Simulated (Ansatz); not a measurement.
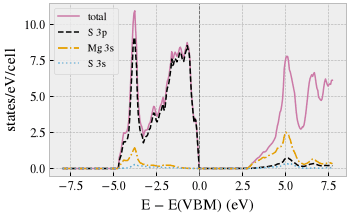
Figure. Total and projected density of states of MgS (rock salt, Fm-3m), DFT-PBE in the program Ansatz with PAW potentials

**Question.** Which orbitals carry the states next to the gap?

**Answer.** Top 1 eV of the valence band: S 3p 97 %. Bottom 1 eV of the conduction band: Mg 3s 74 %, S 3p 7 %, outside the projected shells 15 %. Projections are on Löwdin-orthogonalised atomic valence shells; empty p or d shells of many metals are not among them.

**Question.** Where is the tallest occupied peak in this window, and what makes it?

**Answer.** Near -3.8 eV, about 11 states/eV per cell; the largest projected share is S 3p.

The cell was relaxed with PBE under the symmetry of its start.

Potentials: the later of the program's two PAW sets.
